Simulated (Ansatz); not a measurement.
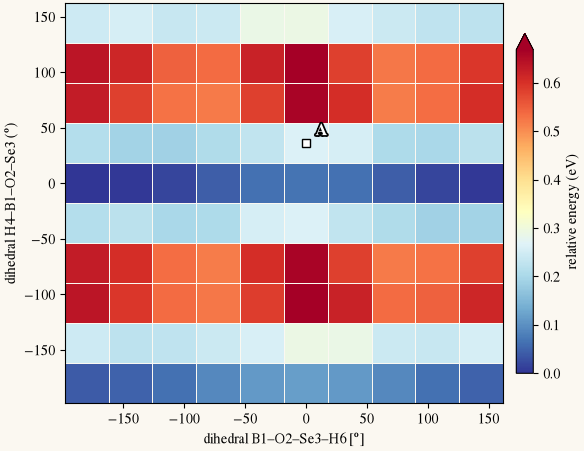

BH3OSe, SMILES BO[SeH]. Coordinates scanned: (1) dihedral B1–O2–Se3–H6; (2) dihedral H4–B1–O2–Se3. Nothing is relaxed (all other coordinates rigid). The scan uses a 10 × 10 grid; 81 points were computed and 19 follow by symmetry. Energies: eV, counted from the lowest grid point. Energies and slopes of some neighbouring points disagree (a jump in structure or state, or too coarse a mesh). Theory: RHF-MP2, frozen core/def2-TZVP (Ansatz).

Drawn: one coloured cell a grid point, one colour for all values above the top of the scale, the point A.

Question: Which way does the force act at A, and how strong is it?

Answer: A, at dihedral B1–O2–Se3–H6 = 0°, dihedral H4–B1–O2–Se3 = 36°, is not a stationary point. The computed force is 0.00085 eV for each degree towards smaller values of dihedral B1–O2–Se3–H6 and 0.01 eV for each degree towards smaller values of dihedral H4–B1–O2–Se3.
